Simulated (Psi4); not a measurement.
# GeH4S (Ge(SH)H3): levels of theory compared

Wanted: a comparison of 4 runs (PBE/def2-SVPD, TPSS/def2-SVPD, r2SCAN/def2-SVPD, revPBE/def2-SVPD) of GeH4S (Ge(SH)H3). 

Program for the calculation: Psi4 1.11.

4 further runs of the same task are left out: 3 that didn't finish, 1 set aside as unsound or not needed.

### Step 1. Starting point

GeH4S has 6 atoms, charge 0, and is taken as a singlet. SMILES: `[H][Ge]([H])([H])[SH]`. The Ge1–H6 distance was set to 2.702 Å, away from the relaxed value. At this shape a bond of the SMILES string is far longer than usual.

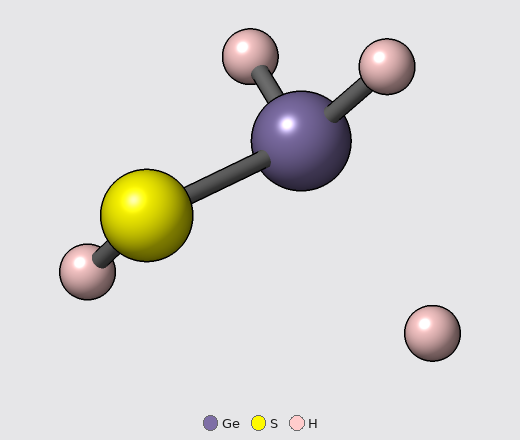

Viewed from a chosen angle; germanium purple, sulfur yellow, hydrogen pink.

### Step 2. Energy and gradient at PBE/def2-SVPD (run 1)

job.json reads:

```json
{
 "schema_name": "qcschema_input",
 "schema_version": 1,
 "molecule": {
  "schema_name": "qcschema_molecule",
  "schema_version": 2,
  "symbols": ["Ge", "S", "H", "H", "H", "H"],
  "geometry": [1.45168761, 1.83868651, -0.2108273, 1.56380506, 1.89968687, 3.93377673, -0.93031217, 1.96100848, 4.19059051, 4.12166275, 1.81500824, -1.11657303, 0.11087023, 4.12506615, -1.2223221, -0.95950844, -2.34418636, -1.87545869],
  "molecular_charge": 0,
  "molecular_multiplicity": 1,
  "fix_symmetry": "c1"
 },
 "driver": "gradient",
 "model": {
  "method": "pbe",
  "basis": "def2-SVPD"
 },
 "keywords": {
  "reference": "rks",
  "puream": true,
  "e_convergence": 1e-09,
  "d_convergence": 1e-08,
  "scf_type": "pk",
  "dft_radial_points": 99,
  "dft_spherical_points": 590,
  "scf_properties": ["MAYER_INDICES", "MULLIKEN_CHARGES", "WIBERG_LOWDIN_INDICES"]
 }
}
```

Command:

```sh
psi4 --qcschema job.json -n 1 --memory 1600MB
```

stdout:

```text
[...]
  Running in c1 symmetry.
[...]
  Nuclear repulsion =  173.783827633749780
[...]
  Multiplicity = 1
[...]
  Nalpha       = 26
  Nbeta        = 26
[...]
    Number of basis functions: 97
[...]
   @RKS iter   1: -2474.66679609288167   -1.17132e+00   2.67760e-02 ADIIS/DIIS
[...]
   @RKS iter  15: -2476.62904779908285    3.18323e-12   7.03446e-09 DIIS
[...]
  @RKS Final Energy: -2476.62904779908285
   => Energetics <=
    Nuclear Repulsion Energy =            173.7838276337497803
    One-Electron Energy =               -3791.2386360672571755
    Two-Electron Energy =                1246.3706087528482840
    DFT Exchange-Correlation Energy =    -105.5448481184235021
    Empirical Dispersion Energy =           0.0000000000000000
    VV10 Nonlocal Energy =                  0.0000000000000000
    Total Energy =                      -2476.6290477990828549
[...]
 Multipole Moments:
 ------------------------------------------------------------------------------------
     Multipole            Electronic (a.u.)      Nuclear  (a.u.)        Total (a.u.)
 ------------------------------------------------------------------------------------
 L = 1.  Multiply by 2.5417464519 to convert [e a0] to [Debye]
 Dipole X            :          1.7769026           -1.7143811            0.0625215
 Dipole Y            :          1.5259079           -0.8873094            0.6385985
 Dipole Z            :         -3.9425418            4.0576570            0.1151152
 Magnitude           :                                                    0.6518960
[...]
  Mulliken Charges: (a.u.)
   Center  Symbol    Alpha    Beta     Spin     Total
       1    GE    16.02049 16.02049  0.00000 -0.04098
       2     S     8.22286  8.22286  0.00000 -0.44571
       3     H     0.37549  0.37549  0.00000  0.24903
       4     H     0.42688  0.42688  0.00000  0.14623
       5     H     0.42531  0.42531  0.00000  0.14939
       6     H     0.52898  0.52898  0.00000 -0.05795
   Total alpha = 26.00000, Total beta = 26.00000, Total charge = -0.00000
  Mayer Bond Indices:
[...]
  -Total Gradient:
     Atom            X                  Y                   Z
    ------   -----------------  -----------------  -----------------
       1        0.026475159892     0.040864892197     0.011307976603
       2       -0.019164089972     0.002348957140    -0.008820780770
       3        0.018957399933    -0.001602764406    -0.002543535722
       4       -0.019105293478     0.003539773451     0.005679863933
       5        0.012155200615    -0.011401794705     0.006901885730
       6       -0.019318698642    -0.033751838531    -0.012525671470
[...]
```

The result, in JSON:

```text
{
 "driver": "gradient",
 "model": {
  "method": "pbe",
  "basis": "def2-SVPD"
 },
 "success": true,
 "return_result": [0.026475159891793096, 0.04086489219660913, 0.011307976603468418, -0.019164089971547782, 0.0023489571400726016, -0.008820780769782877, 0.01895739993333395, -0.0016027644055023106, -0.0025435357215712537, -0.019105293477911733, 0.0035397734508725368, 0.0056798639334038475, 0.012155200614619222, -0.01140179470544933, 0.006901885729783286, -0.019318698642287795, -0.03375183853126172, -0.012525671469654755],
 "properties": {
  "calcinfo_nbasis": 97,
  "calcinfo_nmo": 97,
  "calcinfo_nalpha": 26,
  "calcinfo_nbeta": 26,
  "calcinfo_natom": 6,
  "nuclear_repulsion_energy": 173.78382763374978,
  "return_energy": -2476.629047799083,
  "return_gradient": [0.026475159891793096, 0.04086489219660913, 0.011307976603468418, -0.019164089971547782, 0.0023489571400726016, -0.008820780769782877, 0.01895739993333395, -0.0016027644055023106, -0.0025435357215712537, -0.019105293477911733, 0.0035397734508725368, 0.0056798639334038475, 0.012155200614619222, -0.01140179470544933, 0.006901885729783286, -0.019318698642287795, -0.03375183853126172, -0.012525671469654755],
  "scf_one_electron_energy": -3791.238636067257,
  "scf_two_electron_energy": 1246.3706087528483,
  "scf_xc_energy": -105.5448481184235,
  "scf_dipole_moment": [0.0625214835258201, 0.6385984520141339, 0.1151152282019412],
  "scf_total_energy": -2476.629047799083,
  "scf_total_gradient": [0.026475159891793096, 0.04086489219660913, 0.011307976603468418, -0.019164089971547782, 0.0023489571400726016, -0.008820780769782877, 0.01895739993333395, -0.0016027644055023106, -0.0025435357215712537, -0.019105293477911733, 0.0035397734508725368, 0.0056798639334038475, 0.012155200614619222, -0.01140179470544933, 0.006901885729783286, -0.019318698642287795, -0.03375183853126172, -0.012525671469654755],
  "scf_iterations": 15
 }
}
```

It took 24 s on 1 thread of Intel Xeon 6975P-C (Granite Rapids), shared host; peak memory 0.8 GiB.

### Step 3. Energy and gradient at TPSS/def2-SVPD (run 2)

geh4s.xyz reads:

```xyz
6
GeH4S
Ge     0.768200     0.972991    -0.111565
S      0.827530     1.005271     2.081665
H     -0.492300     1.037721     2.217565
H      2.181090     0.960461    -0.590865
H      0.058670     2.182891    -0.646825
H     -0.507750    -1.240490    -0.992450
```

geh4s.py reads:

```python
import psi4

psi4.set_memory(1600000000)
psi4.set_num_threads(1)
psi4.core.set_output_file('output.dat', False)

with open('geh4s.xyz') as f:
    atoms = ''.join(f.readlines()[2:])
mol = psi4.geometry('0 1\n' + atoms + 'symmetry c1')

psi4.set_options({
    'basis': 'def2-SVPD',
    'puream': True,
    'e_convergence': 1e-09,
    'd_convergence': 1e-08,
    'scf_type': 'pk',
    'dft_radial_points': 99,
    'dft_spherical_points': 590,
})

e, wfn = psi4.gradient('tpss', return_wfn=True)
psi4.oeprop(wfn, 'MULLIKEN_CHARGES', 'DIPOLE', 'WIBERG_LOWDIN_INDICES')
print('gradient / Eh bohr^-1')
print(e.np.round(6))
print(f'energy = {wfn.energy():.10f} Eh')
```

Command:

```sh
python geh4s.py
```

output.dat:

```text
[...]
  Running in c1 symmetry.
[...]
  Nuclear repulsion =  173.783827582893679
[...]
  Multiplicity = 1
[...]
  Nalpha       = 26
  Nbeta        = 26
[...]
    Number of basis functions: 97
[...]
   @RKS iter   1: -2475.21303017623313   -1.23163e+00   2.65924e-02 ADIIS/DIIS
[...]
   @RKS iter  15: -2477.13020596782917   -3.86535e-11   5.95891e-09 DIIS
[...]
  @RKS Final Energy: -2477.13020596782917
   => Energetics <=
    Nuclear Repulsion Energy =            173.7838275828936787
    One-Electron Energy =               -3791.0291990426349003
    Two-Electron Energy =                1246.1712217064068682
    DFT Exchange-Correlation Energy =    -106.0560562144945322
    Empirical Dispersion Energy =           0.0000000000000000
    VV10 Nonlocal Energy =                  0.0000000000000000
    Total Energy =                      -2477.1302059678291698
[...]
  -Total Gradient:
     Atom            X                  Y                   Z
    ------   -----------------  -----------------  -----------------
       1        0.025435119767     0.039741856538     0.012330952797
       2       -0.015717433264     0.002404139375    -0.007719082471
       3        0.015882919693    -0.001522951722    -0.002541944375
       4       -0.016378638550     0.003680868299     0.005015786096
       5        0.010977917191    -0.008956100313     0.006043559773
       6       -0.020200898160    -0.035350519451    -0.013128081256
[...]
 Multipole Moments:
 ------------------------------------------------------------------------------------
     Multipole            Electronic (a.u.)      Nuclear  (a.u.)        Total (a.u.)
 ------------------------------------------------------------------------------------
 L = 1.  Multiply by 2.5417464519 to convert [e a0] to [Debye]
 Dipole X            :          1.7876556           -1.7143811            0.0732745
 Dipole Y            :          1.5562445           -0.8873094            0.6689351
 Dipole Z            :         -3.9343283            4.0576570            0.1233286
 Magnitude           :                                                    0.6841442
[...]
  Mulliken Charges: (a.u.)
   Center  Symbol    Alpha    Beta     Spin     Total
       1    GE    15.90511 15.90511  0.00000  0.18977
       2     S     8.25199  8.25199  0.00000 -0.50398
       3     H     0.36185  0.36185  0.00000  0.27629
       4     H     0.46496  0.46496  0.00000  0.07009
       5     H     0.46288  0.46288  0.00000  0.07423
       6     H     0.55320  0.55320  0.00000 -0.10640
   Total alpha = 26.00000, Total beta = 26.00000, Total charge = -0.00000
  Wiberg Bond Indices using Orthogonal Lowdin Orbitals:
[...]
```

On the terminal:

```text
gradient / Eh bohr^-1
[[ 0.025435  0.039742  0.012331]
 [-0.015717  0.002404 -0.007719]
 [ 0.015883 -0.001523 -0.002542]
 [-0.016379  0.003681  0.005016]
 [ 0.010978 -0.008956  0.006044]
 [-0.020201 -0.035351 -0.013128]]
energy = -2477.1302059678 Eh
```

Run time: 39 s. Hardware: 1 thread of Intel Xeon 6975P-C (Granite Rapids), shared host; peak memory 0.81 GiB.

Run 3 isn't shown in full; the table further down has it.

### Step 4. The energy at revPBE/def2-SVPD (run 4)

job.py reads:

```python
import psi4

psi4.set_memory(1600000000)
psi4.set_num_threads(1)
psi4.set_output_file('output.dat', False)

geom = psi4.geometry("""
0 1
Ge     0.768200     0.972991    -0.111565
S      0.827530     1.005271     2.081665
H     -0.492300     1.037721     2.217565
H      2.181090     0.960461    -0.590865
H      0.058670     2.182891    -0.646825
H     -0.507750    -1.240490    -0.992450
symmetry c1
no_reorient
no_com
""")

psi4.set_options({
    'puream': True,
    'e_convergence': 1e-09,
    'd_convergence': 1e-08,
    'scf_type': 'pk',
    'dft_radial_points': 99,
    'dft_spherical_points': 590,
})

E, wfn = psi4.energy("revpbe/def2-SVPD", return_wfn=True)
psi4.oeprop(wfn, "DIPOLE", "MAYER_INDICES", "LOWDIN_CHARGES")
print('E =', round(E, 9))
```

Command:

```sh
python job.py
```

output.dat:

```text
[...]
  Running in c1 symmetry.
[...]
  Nuclear repulsion =  173.783827582893679
[...]
  Multiplicity = 1
[...]
  Nalpha       = 26
  Nbeta        = 26
[...]
    Number of basis functions: 97
[...]
   @RKS iter   1: -2474.94161215868553   -1.18624e+00   2.67338e-02 ADIIS/DIIS
[...]
   @RKS iter  16: -2476.89478526908124   -2.27374e-12   2.07759e-09 DIIS
[...]
    Orbital Energies [Eh]
    ---------------------
    Doubly Occupied:
       1A   -397.086941     2A    -88.080168     3A    -49.194898
       4A    -43.814658     5A    -43.813526     6A    -43.812776
       7A     -7.709395     8A     -6.015785     9A     -5.730978
      10A     -5.728318    11A     -5.721876    12A     -4.233472
      13A     -4.230515    14A     -4.228006    15A     -1.135900
      16A     -1.134349    17A     -1.132921    18A     -1.132019
      19A     -1.130398    20A     -0.691768    21A     -0.510610
      22A     -0.392481    23A     -0.335445    24A     -0.318994
      25A     -0.263644    26A     -0.217475
[...]
  @RKS Final Energy: -2476.89478526908124
   => Energetics <=
    Nuclear Repulsion Energy =            173.7838275828936787
    One-Electron Energy =               -3791.2570305768022081
    Two-Electron Energy =                1246.4035696440744232
    DFT Exchange-Correlation Energy =    -105.8251519192466219
    Empirical Dispersion Energy =           0.0000000000000000
    VV10 Nonlocal Energy =                  0.0000000000000000
    Total Energy =                      -2476.8947852690812397
[...]
 Multipole Moments:
 ------------------------------------------------------------------------------------
     Multipole            Electronic (a.u.)      Nuclear  (a.u.)        Total (a.u.)
 ------------------------------------------------------------------------------------
 L = 1.  Multiply by 2.5417464519 to convert [e a0] to [Debye]
 Dipole X            :        -73.7414183           73.8175969            0.0761786
 Dipole Y            :        -94.1293227           94.7898549            0.6605322
 Dipole Z            :        -56.0456438           56.1701910            0.1245472
 Magnitude           :                                                    0.6764746
[...]
```

Standard output:

```text
E = -2476.894785269
```

Run time: 19 s. Hardware: 1 thread of Intel Xeon 6975P-C (Granite Rapids), shared host; peak memory 0.79 GiB.

### Step 5. The series

| run | level | task | energy (Eh) | dipole moment (D) | HOMO energy (eV) | LUMO energy (eV) | wall time |
| --- | --- | --- | --- | --- | --- | --- | --- |
| 1 | PBE/def2-SVPD | gradient | -2476.629048 | 1.66 | -5.94 | -3.62 | 24 s |
| 2 | TPSS/def2-SVPD | gradient | -2477.130206 | 1.74 | -6.10 | -3.59 | 39 s |
| 3 | r2SCAN/def2-SVPD | gradient | -2477.086933 | 1.73 | -6.17 | -3.58 | 53 s |
| 4 | revPBE/def2-SVPD | energy | -2476.894785 | 1.72 | -5.92 | -3.58 | 19 s |

### Step 6. Summary of results

| quantity | value |
| --- | --- |
| run 4: total energy | -2476.89479 Eh |
| run 4: dipole moment | 1.72 D |
| run 4: HOMO energy | -5.92 eV |
| run 4: LUMO energy | -3.58 eV |
| run 4: HOMO–LUMO gap | 2.34 eV |

**Reading.** The dipole moment (its size) runs from 1.66 D (PBE/def2-SVPD) to 1.74 D (TPSS/def2-SVPD). The HOMO–LUMO gap runs from 2.33 eV (PBE/def2-SVPD) to 2.60 eV (r2SCAN/def2-SVPD). Totals of different functionals can't be ranked against each other. In runs 1, 2, 3, 4 a closed-shell determinant meets a far-stretched bond, which it describes badly. All runs together took 2.3 min, the longest 53 s.
